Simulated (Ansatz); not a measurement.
# B$_{2}$FH$_{4}$Si (doublet): what the fields show

The calculation's input:

```
crystal:
  periodic: [false, false, false]
  atoms:
    - {symbol: B, position_ang: [-1.733457, -2.771617, 0.821820]}
    - {symbol: B, position_ang: [-2.095370, -2.725560, -0.698579]}
    - {symbol: F, position_ang: [-2.307524, -2.568580, -1.950855]}
    - {symbol: Si, position_ang: [-0.509992, -1.277509, 1.384450]}
    - {symbol: H, position_ang: [-2.120393, -3.593238, 1.613469]}
    - {symbol: H, position_ang: [0.765796, -1.821875, 1.953268]}
    - {symbol: H, position_ang: [-1.153191, -0.435980, 2.445455]}
    - {symbol: H, position_ang: [-0.136792, -0.360695, 0.258507]}
basis:
  gaussian:
    orbitals: def2-TZVPD
magnetization:
  spin_polarized: true
  initial_magnetization: 1
hamiltonian:
  xc: pbe0
output:
  forces: true
  orbitals: {seedname: orbitals}
```

Command:

```sh
ansatz run input.yaml --threads 1 --pin off --max-ram 2610MiB --events-out events.jsonl --progress --plain --runs-dir runs
```

Geometry: r2SCAN-D4/def2-SVP.

Level of theory: isolated molecule in a Gaussian basis; Kohn-Sham density functional theory, functional PBE0 (Ansatz).

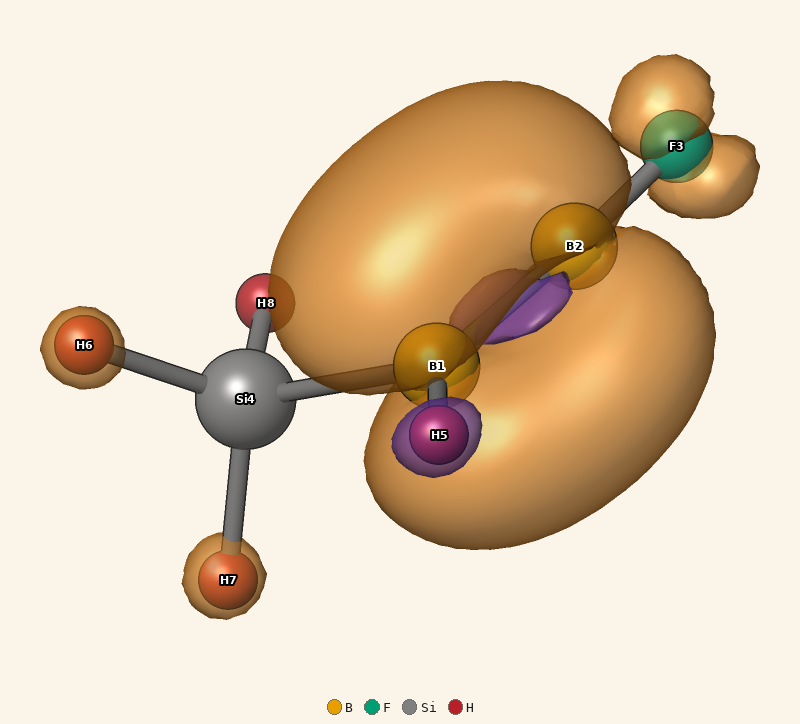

Figure 1. Isosurfaces of the spin density at +0.015 (orange) and −0.015 e/Å³ (purple), seen at an oblique angle.

> Describe the spin distribution.

The unpaired spin (1 electron) lies mostly on B1 (about 0.4) and B2 (about 0.4), in electrons by Hirshfeld's partition.

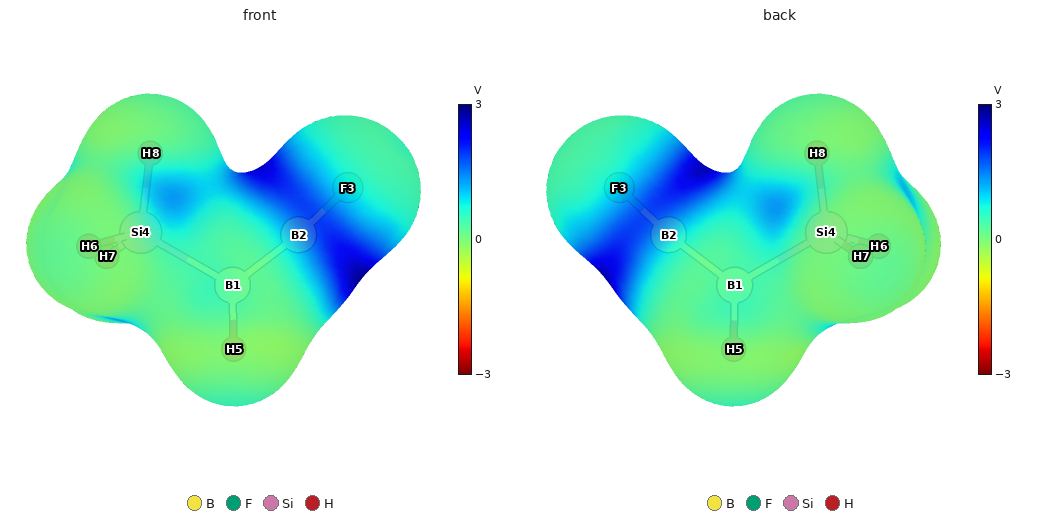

Figure 2. The electrostatic potential painted on the density surface at 0.004 e/bohr³, seen from the front and from behind; red is negative and blue positive.

> Which sites attract a positive test charge, and which a negative one?

A positive charge is drawn to the negative regions and a negative charge to the positive ones. The most negative region (about −0.1 V) lies over H6 and H7, the most positive (about +2.7 V) over B2.

> What dipole moment does the calculation give?

Its dipole moment is 1.63 D.

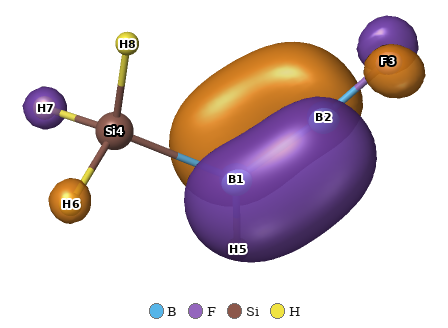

Figure 3. The HOMO (α) at ±0.15 Å⁻³ᐟ² (orange and purple are the two phases), seen at a tilt.

> Where does this orbital lie, and at what energy?

It lies mainly on B1 (about 40 %), B2 (about 35 %) and F3 (about 5 %); π-bonding across B1–B2. Its energy is −6.43 eV.
